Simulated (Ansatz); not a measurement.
# BGeNH+ (singlet): wave-function methods side by side, cc-pVDZ

Aim: climb from Hartree-Fock through coupled cluster and multireference methods for BGeNH+ (singlet) at one geometry and basis, and see what each rung misses.

Computed with Ansatz 0.2.0, Gaussian basis. Level: cc-pVDZ, core rule «outside noble gas», up to 16 orbitals frozen.

Plan: UHF; CCSD(T) on RHF; CCSD(T) on UHF; BCCD(T) on RHF; CISD; CCSDT(Q) on RHF; CCSDT(Q) on UHF; CASSCF and MRCISD+Q, 8 electrons in 8 orbitals; CASSCF and NEVPT2, 8 electrons in 8 orbitals.

19 further runs of the same task are left out: 9 that didn't finish, 10 set aside as unsound or not needed. Runs told in other sessions of the task aren't counted.

## 1. What is computed

The geometry is a PBE0/def2-TZVP stationary point (not a proven minimum) of the parent state, kept for this charge and spin. No spin-orbit coupling is included. The filled d shell of Ge may be among the frozen orbitals whatever the setting's name suggests.

4 atoms, charge 1, spin multiplicity 1.

Atoms are counted from 1 here; the program's logs count them from 0.

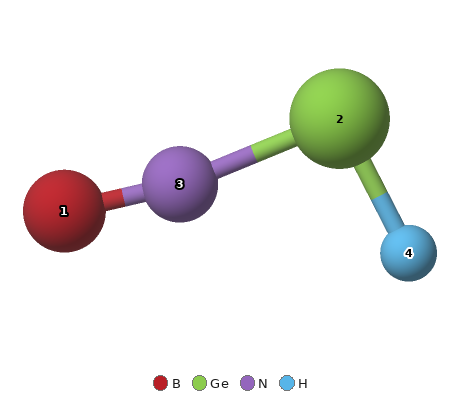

The geometry (boron red, germanium green, nitrogen purple, hydrogen blue); atoms are numbered from 1 in the order of the file.

In the tables R marks a restricted determinant and U an unrestricted one; 'frontier' is the active space of 8 electrons in 8 orbitals; energies count from the table's Hartree-Fock row.

## 2. UHF

in.yaml reads:

```yaml
crystal:
  periodic: [false, false, false]
  atoms:
    - {symbol: B, position_ang: [0.000000, -0.017155, -2.482526]}
    - {symbol: Ge, position_ang: [0.000000, -0.037363, 0.595113]}
    - {symbol: N, position_ang: [0.000000, 0.095641, -1.230569]}
    - {symbol: H, position_ang: [0.000000, 1.547619, 0.839131]}
basis:
  gaussian: {orbitals: cc-pVDZ}
total_charge: 1
magnetization: {spin_polarized: true, initial_magnetization: 0}
hamiltonian: {xc: hf}
output: {orbitals: {seedname: orbitals}}
```

Command:

```
$ ansatz run in.yaml --threads 1 --pin off --events-out ev --progress --plain --max-ram 2393MiB
```

The log of the run:

```text
Functional definition: HF
  name "HF"
  cite "Fock, Z. Phys. 61, 126 (1930) doi:10.1007/BF01340294"
  parent pbe
  exchange = exact_x
  correlation = 0
640 factors; integrals over basis functions are off by at most 1.2e-3 eV
mean field evaluation 1: about -58612.9989 eV, gradient 5.0e1 eV
mean field evaluation 2: about -58613.0710 eV, gradient 5.0e1 eV
mean field evaluation 4: about -58627.3823 eV, gradient 7.4e0 eV
mean field evaluation 8: about -58628.9063 eV, gradient 7.6e-1 eV
mean field evaluation 16: about -58628.9610 eV, gradient 8.4e-4 eV
mean field evaluation 32: about -58632.0183 eV, gradient 1.3e0 eV
mean field evaluation 64: about -58624.0617 eV, gradient 2.4e1 eV
mean field evaluation 96: about -58630.2423 eV, gradient 1.7e0 eV
mean field evaluation 128: about -58631.2611 eV, gradient 2.0e0 eV
mean field evaluation 160: about -58630.4026 eV, gradient 2.2e-1 eV
mean field evaluation 192: about -58628.0026 eV, gradient 9.5e0 eV
mean field evaluation 224: about -58627.7470 eV, gradient 3.6e0 eV
mean field evaluation 256: about -58626.9396 eV, gradient 4.8e0 eV
mean field evaluation 288: about -58628.9566 eV, gradient 2.3e-1 eV
mean field evaluation 320: about -58629.6403 eV, gradient 1.8e0 eV
mean field -58632.09668418 eV, -2154.6898108811 hartree, gradient 6.0e-5 eV, S^2 1.054316; 6 other end points of the search recorded, 0 dependent functions left out
reference -58632.09668418 eV, -2154.6898108811 hartree; 22, 22 occupied and 38, 38 virtual orbitals, 640 factors
Total energy: -58632.09668418 eV, -2154.6898108811 hartree
```

Run time: 6 s. Hardware: 1 thread of Arm Neoverse V1, shared host.

From the report: ⟨S²⟩ of the determinant 1.054 (pure singlet: 0.00). The determinant of HF (⟨S²⟩ 1.05) is far from a pure spin state, so its energy mixes those of several spin states; that is harmless only where they are near-degenerate.

The unrestricted solution breaks the spin symmetry, so the restricted determinant is unstable here.

## 3. CCSD(T) on RHF

Edit in.yaml of step 2 so:

```diff
@@ -10,4 +10,3 @@
 total_charge: 1
-magnetization: {spin_polarized: true, initial_magnetization: 0}
-hamiltonian: {xc: hf}
-output: {orbitals: {seedname: orbitals}}
+magnetization: {spin_polarized: false}
+correlation: {method: ccsd_t, electrons: outside_noble_gas}
```

Same command.

The log of the run, shortened:

```text
Functional definition: HF
  name "HF"
  cite "Fock, Z. Phys. 61, 126 (1930) doi:10.1007/BF01340294"
  parent pbe
[...]
640 factors; integrals over basis functions are off by at most 1.2e-3 eV
[...]
mean field -58628.96100059 eV, -2154.5745766345 hartree, gradient 9.7e-6 eV, S^2 0.000000; 7 other end points of the search recorded, 0 dependent functions left out; unrestricted orbitals would lower it
determinant -58628.96100059 eV, -2154.5745766345 hartree, with singles and doubles -58638.62137956 eV, -2154.9295890138 hartree
determinant -58623.83176665 eV, -2154.3860807640 hartree, with singles and doubles -58631.35277842 eV, -2154.6624728487 hartree
[...]
unrestricted determinant -58632.09668418 eV, -2154.6898108811 hartree, S^2 1.0543
16 core orbitals not correlated: weight in the atoms' cores, before any rotation towards them, 0.998 or more for the frozen orbitals, at most 0.001 for the correlated occupied ones
reference -58628.96100059 eV, -2154.5745766345 hartree; 6, 6 occupied and 38, 38 virtual orbitals, 640 factors
second order -9.20881941 eV of doubles, -0.00000000 eV of singles
cycle   1  -8.78843549 eV  change   -2.0e-1 eV  update   2.1e-1
[...]
cycle  21  -10.04748886 eV  change    2.9e-6 eV  update   4.3e-6
perturbative correction -1.60869360 eV, -0.0591183994 hartree
WARN: the results are in doubt because among natural orbitals full CI differs from the method by +0.192 eV
Total energy: -58640.61718305 eV, -2155.0029334391 hartree
In doubt: among natural orbitals full CI differs from the method by +0.192 eV
```

It took 16 s on 1 thread of Arm Neoverse V1, shared host.

From the report: correlation -11.6562 eV; T1 0.118; largest double amplitude 0.64. The program marks this result as in doubt; its last lines say why.

## 4. CCSD(T) on UHF

Edit in.yaml of step 3 so:

```diff
@@ -10,3 +10,3 @@
 total_charge: 1
-magnetization: {spin_polarized: false}
+magnetization: {spin_polarized: true, initial_magnetization: 0}
 correlation: {method: ccsd_t, electrons: outside_noble_gas}
```

The command is unchanged.

The log of the run, shortened:

```text
Functional definition: HF
  name "HF"
  cite "Fock, Z. Phys. 61, 126 (1930) doi:10.1007/BF01340294"
  parent pbe
[...]
640 factors; integrals over basis functions are off by at most 1.2e-3 eV
[...]
mean field -58632.09668418 eV, -2154.6898108811 hartree, gradient 1.9e-6 eV, S^2 1.054317; 19 other end points of the search recorded, 0 dependent functions left out
determinant -58632.09668418 eV, -2154.6898108811 hartree, with singles and doubles -58639.78973336 eV, -2154.9725252239 hartree
determinant -58630.40570403 eV, -2154.6276685066 hartree, with singles and doubles -58637.47932017 eV, -2154.8876191054 hartree
determinant -58629.88162764 eV, -2154.6084090548 hartree, with singles and doubles -58638.24856331 eV, -2154.9158882693 hartree
determinant -58629.75269455 eV, -2154.6036708510 hartree, with singles and doubles -58636.80777199 eV, -2154.8629401647 hartree
determinant -58628.88312376 eV, -2154.5717147139 hartree, with singles and doubles -58636.37973948 eV, -2154.8472102603 hartree
determinant -58628.78575729 eV, -2154.5681365621 hartree, with singles and doubles -58635.59400433 eV, -2154.8183350260 hartree
determinant -58628.62567018 eV, -2154.5622534693 hartree, with singles and doubles -58635.41532700 eV, -2154.8117687551 hartree
determinant -58628.96100059 eV, -2154.5745766345 hartree, with singles and doubles -58638.62137953 eV, -2154.9295890124 hartree
16 core orbitals not correlated: weight in the atoms' cores, before any rotation towards them, 0.999 or more for the frozen orbitals, at most 0.001 for the correlated occupied ones
reference -58632.09668418 eV, -2154.6898108811 hartree; 6, 6 occupied and 38, 38 virtual orbitals, 640 factors
second order -7.15446802 eV of doubles, -0.00000000 eV of singles
cycle   1  -7.69479202 eV  change   -1.7e-3 eV  update   2.9e-3
[...]
cycle  12  -7.69767902 eV  change   -8.3e-6 eV  update   8.6e-6
perturbative correction -0.37059205 eV, -0.0136190066 hartree
Total energy: -58640.16495525 eV, -2154.9863143739 hartree
```

Wall time 36 s (1 thread of Arm Neoverse V1, shared host).

From the report: ⟨S²⟩ of the determinant 1.054 (pure singlet: 0.00); correlation -8.0683 eV; T1 0.028; largest double amplitude 0.05. The determinant of CCSD(T) (⟨S²⟩ 1.05) is far from a pure spin state, so its energy mixes those of several spin states; high orders of coupled cluster remove much of that, low ones don't.

## 5. BCCD(T) on RHF

Edit in.yaml of step 4 so:

```diff
@@ -10,3 +10,3 @@
 total_charge: 1
-magnetization: {spin_polarized: true, initial_magnetization: 0}
-correlation: {method: ccsd_t, electrons: outside_noble_gas}
+magnetization: {spin_polarized: false}
+correlation: {method: bccd_t, electrons: outside_noble_gas}
```

Launched as before.

The log of the run, shortened:

```text
Functional definition: HF
  name "HF"
  cite "Fock, Z. Phys. 61, 126 (1930) doi:10.1007/BF01340294"
  parent pbe
[...]
640 factors; integrals over basis functions are off by at most 1.2e-3 eV
[...]
mean field -58628.96100059 eV, -2154.5745766345 hartree, gradient 9.7e-6 eV, S^2 0.000000; 7 other end points of the search recorded, 0 dependent functions left out; unrestricted orbitals would lower it
determinant -58628.96100059 eV, -2154.5745766345 hartree, with singles and doubles -58638.62137956 eV, -2154.9295890138 hartree
determinant -58623.83176665 eV, -2154.3860807640 hartree, with singles and doubles -58631.35277842 eV, -2154.6624728487 hartree
[...]
unrestricted determinant -58632.09668418 eV, -2154.6898108811 hartree, S^2 1.0543
16 core orbitals not correlated: weight in the atoms' cores, before any rotation towards them, 0.998 or more for the frozen orbitals, at most 0.001 for the correlated occupied ones
reference -58628.96100059 eV, -2154.5745766345 hartree; 6, 6 occupied and 38, 38 virtual orbitals, 640 factors
second order -9.20881941 eV of doubles, -0.00000000 eV of singles
cycle   1  -8.77305238 eV  change   -1.9e-1 eV  update   2.1e-1
[...]
cycle  42  -10.09955713 eV  change   -3.2e-6 eV  update   2.4e-6
perturbative correction -1.12186851 eV, -0.0412279075 hartree
WARN: these amplitudes may be one of several solutions (largest doubles amplitude 0.61, level shift 2.32 eV)
Total energy: -58640.18242624 eV, -2154.9869564209 hartree
```

Wall time 17 s (1 thread of Arm Neoverse V1, shared host).

From the report: correlation -11.2214 eV; largest double amplitude 0.61. The report flags that the cluster equations may have other roots.

## 6. CISD

Edit in.yaml of step 5 so:

```diff
@@ -10,3 +10,2 @@
 total_charge: 1
-magnetization: {spin_polarized: false}
-correlation: {method: bccd_t, electrons: outside_noble_gas}
+correlation: {active_space: {ras: {orbitals: [6, 0, 38], electrons: 12, max_holes: 2, max_particles: 2}, fixed_orbitals: true}}
```

Same command.

The log of the run, shortened:

```text
Functional definition: HF
  name "HF"
  cite "Fock, Z. Phys. 61, 126 (1930) doi:10.1007/BF01340294"
  parent pbe
[...]
640 factors; integrals over basis functions are off by at most 1.2e-3 eV
[...]
mean field -58628.96100059 eV, -2154.5745766345 hartree, gradient 9.7e-6 eV, S^2 0.000000; 7 other end points of the search recorded, 0 dependent functions left out
reference -58628.96100059 eV, -2154.5745766345 hartree; 22, 22 occupied and 38, 38 virtual orbitals, 640 factors
state -58637.37921579 eV, -2154.8839403371 hartree
Total energy: -58637.37921579 eV, -2154.8839403371 hartree
```

It took 4.7 s on 1 thread of Arm Neoverse V1, shared host.

From the report: 38,785 determinants.

## 7. CCSDT(Q) on RHF

Edit in.yaml of step 6 so:

```diff
@@ -10,2 +10,3 @@
 total_charge: 1
-correlation: {active_space: {ras: {orbitals: [6, 0, 38], electrons: 12, max_holes: 2, max_particles: 2}, fixed_orbitals: true}}
+magnetization: {spin_polarized: false}
+correlation: {method: ccsdt_q, electrons: outside_noble_gas}
```

Launched as before.

The log of the run, shortened:

```text
Functional definition: HF
  name "HF"
  cite "Fock, Z. Phys. 61, 126 (1930) doi:10.1007/BF01340294"
  parent pbe
[...]
1161 factors; integrals over basis functions are off by at most 2.4e-7 eV
[...]
mean field -58628.96116232 eV, -2154.5745825781 hartree, gradient 2.3e-6 eV, S^2 0.000000; 7 other end points of the search recorded, 0 dependent functions left out; unrestricted orbitals would lower it
determinant -58628.96116232 eV, -2154.5745825781 hartree, with singles and doubles -58638.62153697 eV, -2154.9295947985 hartree
determinant -58623.83192608 eV, -2154.3860866230 hartree, with singles and doubles -58631.35295472 eV, -2154.6624793274 hartree
[...]
unrestricted determinant -58632.09685413 eV, -2154.6898171266 hartree, S^2 1.0543
16 core orbitals not correlated: weight in the atoms' cores, before any rotation towards them, 0.998 or more for the frozen orbitals, at most 0.001 for the correlated occupied ones
reference -58628.96116232 eV, -2154.5745825781 hartree; 6, 6 occupied and 38, 38 virtual orbitals, 1161 factors
second order -9.20883841 eV of doubles, -0.00000000 eV of singles
cycle   1  -8.78843149 eV  change   -2.0e-1 eV  update   2.2e-1
[...]
cycle  62  -11.09493106 eV  change    7.4e-7 eV  update   2.9e-7
perturbative correction -0.18802909 eV, -0.0069099416 hartree
WARN: these amplitudes may be one of several solutions (largest doubles amplitude 0.96, level shift 2.32 eV)
Total energy: -58640.24412248 eV, -2154.9892237159 hartree
```

Wall time 74 s (1 thread of Arm Neoverse V1, shared host); peak memory 0.38 GiB.

From the report: correlation -11.2830 eV; T1 0.135; largest double amplitude 0.96. The report flags that the cluster equations may have other roots.

## 8. CCSDT(Q) on UHF

Edit in.yaml of step 7 so:

```diff
@@ -10,3 +10,3 @@
 total_charge: 1
-magnetization: {spin_polarized: false}
+magnetization: {spin_polarized: true, initial_magnetization: 0}
 correlation: {method: ccsdt_q, electrons: outside_noble_gas}
```

Launched as before.

The log of the run, shortened:

```text
Functional definition: HF
  name "HF"
  cite "Fock, Z. Phys. 61, 126 (1930) doi:10.1007/BF01340294"
  parent pbe
[...]
1161 factors; integrals over basis functions are off by at most 2.4e-7 eV
[...]
mean field -58632.09685413 eV, -2154.6898171266 hartree, gradient 2.1e-6 eV, S^2 1.054318; 20 other end points of the search recorded, 0 dependent functions left out
determinant -58632.09685413 eV, -2154.6898171266 hartree, with singles and doubles -58639.78989860 eV, -2154.9725312964 hartree
determinant -58630.40587044 eV, -2154.6276746221 hartree, with singles and doubles -58637.47948892 eV, -2154.8876253068 hartree
determinant -58629.88179169 eV, -2154.6084150832 hartree, with singles and doubles -58638.24873409 eV, -2154.9158945454 hartree
determinant -58629.75286275 eV, -2154.6036770322 hartree, with singles and doubles -58636.80796898 eV, -2154.8629474040 hartree
[...]
determinant -58628.69369726 eV, -2154.5647534184 hartree, with singles and doubles -58636.64915431 eV, -2154.8571110724 hartree
determinant -58628.62583969 eV, -2154.5622596988 hartree, with singles and doubles -58635.41549740 eV, -2154.8117750173 hartree
determinant -58628.96116232 eV, -2154.5745825781 hartree, with singles and doubles -58638.62153709 eV, -2154.9295948027 hartree
16 core orbitals not correlated: weight in the atoms' cores, before any rotation towards them, 0.999 or more for the frozen orbitals, at most 0.001 for the correlated occupied ones
reference -58632.09685413 eV, -2154.6898171266 hartree; 6, 6 occupied and 38, 38 virtual orbitals, 1161 factors
second order -7.15447833 eV of doubles, -0.00000000 eV of singles
cycle   1  -7.24319355 eV  change   -8.9e-2 eV  update   1.2e-1
[...]
cycle   9  -8.11754585 eV  change   -3.1e-7 eV  update   1.8e-7
perturbative correction -0.04866826 eV, -0.0017885254 hartree
Total energy: -58640.26306824 eV, -2154.9899199598 hartree
```

Wall time 3.2 min (1 thread of Arm Neoverse V1, shared host); peak memory 0.85 GiB.

From the report: ⟨S²⟩ of the determinant 1.054 (pure singlet: 0.00); correlation -8.1662 eV; T1 0.033; largest double amplitude 0.19. The determinant of CCSDT(Q) (⟨S²⟩ 1.05) is far from a pure spin state, so its energy mixes those of several spin states; high orders of coupled cluster remove much of that, low ones don't.

## 9. CASSCF and MRCISD+Q, 8 electrons in 8 orbitals

Edit in.yaml of step 8 so:

```diff
@@ -10,3 +10,2 @@
 total_charge: 1
-magnetization: {spin_polarized: true, initial_magnetization: 0}
-correlation: {method: ccsdt_q, electrons: outside_noble_gas}
+correlation: {method: fic_mrcisd_q, electrons: outside_noble_gas, active_space: {window: {electrons: 8, orbitals: 8}}}
```

The command is unchanged.

The log of the run, shortened:

```text
Functional definition: HF
  name "HF"
  cite "Fock, Z. Phys. 61, 126 (1930) doi:10.1007/BF01340294"
  parent pbe
[...]
640 factors; integrals over basis functions are off by at most 1.2e-3 eV
[...]
mean field -58628.96100059 eV, -2154.5745766345 hartree, gradient 9.7e-6 eV, S^2 0.000000; 7 other end points of the search recorded, 0 dependent functions left out; unrestricted orbitals would lower it
reference -58628.96100059 eV, -2154.5745766345 hartree; 22, 22 occupied and 38, 38 virtual orbitals, 640 factors
state -58634.27146779 eV, -2154.7697327047 hartree
contracted CI cycle   1: correlation 0.00000000 eV, 0.0000000000 hartree, residual 2.03e1 eV
contracted CI cycle   2: correlation -5.03996529 eV, -0.1852153083 hartree, residual 3.75e0 eV
contracted CI cycle   3: correlation -5.25376095 eV, -0.1930721538 hartree, residual 1.08e0 eV
contracted CI cycle   4: correlation -5.27181595 eV, -0.1937356630 hartree, residual 3.51e-1 eV
contracted CI cycle   5: correlation -5.27364006 eV, -0.1938026975 hartree, residual 1.26e-1 eV
contracted CI cycle   6: correlation -5.27387725 eV, -0.1938114141 hartree, residual 4.70e-2 eV
contracted CI cycle   7: correlation -5.27391066 eV, -0.1938126421 hartree, residual 1.69e-2 eV
contracted CI cycle   8: correlation -5.27391505 eV, -0.1938128032 hartree, residual 5.79e-3 eV
contracted CI cycle   9: correlation -5.27391557 eV, -0.1938128226 hartree, residual 2.01e-3 eV
contracted CI cycle  10: correlation -5.27391564 eV, -0.1938128249 hartree, residual 7.07e-4 eV
state -58634.27146779 eV, -2154.7697327047 hartree; corrected -58640.04815358 eV, -2154.9820219919 hartree
Total energy: -58640.04815358 eV, -2154.9820219919 hartree
```

Wall time 16 s (1 thread of Arm Neoverse V1, shared host).

From the report: 2,500 determinants; active occupations 1.97, 1.97, 1.97, 1.13, 0.88, 0.03, 0.03, 0.03.

## 10. CASSCF and NEVPT2, 8 electrons in 8 orbitals

Edit in.yaml of step 9 so:

```diff
@@ -10,2 +10,2 @@
 total_charge: 1
-correlation: {method: fic_mrcisd_q, electrons: outside_noble_gas, active_space: {window: {electrons: 8, orbitals: 8}}}
+correlation: {method: sc_nevpt2, electrons: outside_noble_gas, active_space: {window: {electrons: 8, orbitals: 8}}}
```

Same command.

The log of the run, shortened:

```text
Functional definition: HF
  name "HF"
  cite "Fock, Z. Phys. 61, 126 (1930) doi:10.1007/BF01340294"
  parent pbe
[...]
640 factors; integrals over basis functions are off by at most 1.2e-3 eV
[...]
mean field -58628.96100059 eV, -2154.5745766345 hartree, gradient 9.7e-6 eV, S^2 0.000000; 7 other end points of the search recorded, 0 dependent functions left out; unrestricted orbitals would lower it
reference -58628.96100059 eV, -2154.5745766345 hartree; 22, 22 occupied and 38, 38 virtual orbitals, 640 factors
state -58634.27146779 eV, -2154.7697327047 hartree
state -58634.27146779 eV, -2154.7697327047 hartree; corrected -58638.76691102 eV, -2154.9349371963 hartree
Total energy: -58638.76691102 eV, -2154.9349371963 hartree
```

It took 14 s on 1 thread of Arm Neoverse V1, shared host.

From the report: 2,500 determinants; active occupations 1.97, 1.97, 1.97, 1.13, 0.88, 0.03, 0.03, 0.03.

## 11. Misses and costs

No level here is safe as a reference; RCCSDT(Q) serves as a yardstick only. Rows without a time are mean-field rows or come out of runs for another level: lower rungs of the coupled-cluster runs, CASSCF and MRCISD of the multireference runs, or the Hartree-Fock search.

Differences are taken before rounding.

```tsv
method	energy from the lowest RHF (kcal/mol)	from RCCSDT(Q) (kcal/mol)	time
RHF	0.00	+260.19	
UHF	-72.31	+187.88	
RMP2	-212.36	+47.83	
UMP2	-237.30	+22.90	
RCCSD	-231.70	+28.49	
UCCSD	-249.82	+10.37	
RCCSD(T)	-268.80	-8.60	16 s
UCCSD(T)	-258.37	+1.83	36 s
BCCD(T)	-258.77	+1.42	17 s
RCCSDT	-255.86	+4.34	
UCCSDT	-259.51	+0.69	
RCCSDT(Q)	-260.19	0	74 s
UCCSDT(Q)	-260.63	-0.44	3.2 min
CASSCF frontier	-122.46	+137.73	
NEVPT2 frontier	-226.13	+34.07	14 s
MRCISD frontier	-244.08	+16.11	
MRCISD+Q frontier	-255.68	+4.52	16 s
```

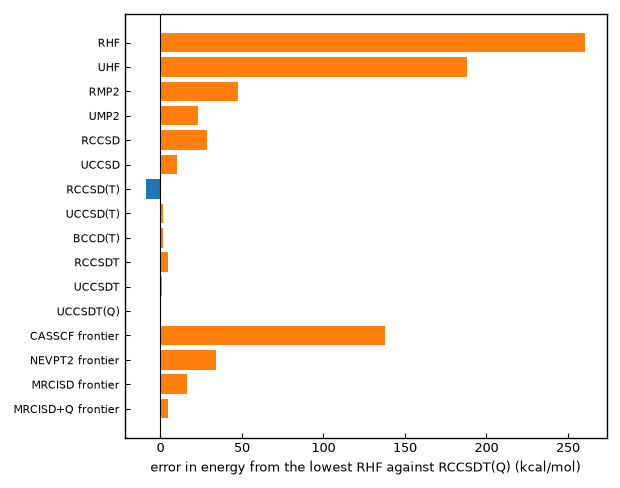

How far each level lands from RCCSDT(Q).

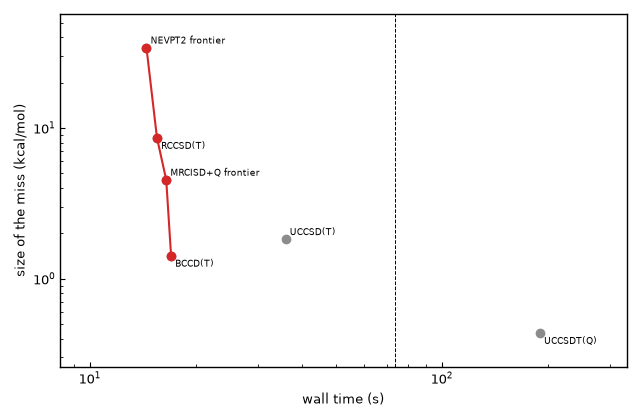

Accuracy for the time spent; red marks the levels that beat every quicker one drawn (of those quicker than the yardstick), and the dashed line is the time of RCCSDT(Q). Times are from a shared host.

Not comparable, so not listed: CISD (they don't share determinant, frozen orbitals or solution with the rows shown, or repeat one).

The program flags RCCSD(T), BCCD(T), RCCSDT(Q) as in doubt (see the logs), so the zero of the table is itself unsure.

## 12. Results

```
                        quantity            value
   RCCSDT(Q) from the RHF energy      -11.2831 eV
             RMP2 from RCCSDT(Q)  +47.83 kcal/mol
             UMP2 from RCCSDT(Q)  +22.90 kcal/mol
            RCCSD from RCCSDT(Q)  +28.49 kcal/mol
         RCCSD(T) from RCCSDT(Q)   -8.60 kcal/mol
         UCCSD(T) from RCCSDT(Q)   +1.83 kcal/mol
        UCCSDT(Q) from RCCSDT(Q)   -0.44 kcal/mol
  NEVPT2 frontier from RCCSDT(Q)  +34.07 kcal/mol
MRCISD+Q frontier from RCCSDT(Q)   +4.52 kcal/mol
                   T1 diagnostic            0.118
```

**Reading.** RCCSD(T) misses by -8.60 kcal/mol, 3.3 % of the correlation energy. CCSD(T) misses by -8.60 kcal/mol on the restricted determinant and by +1.83 kcal/mol on the unrestricted one; the two need not hold the same state or core. Warnings: restricted reference is unstable; spin contamination; large T1 diagnostic.
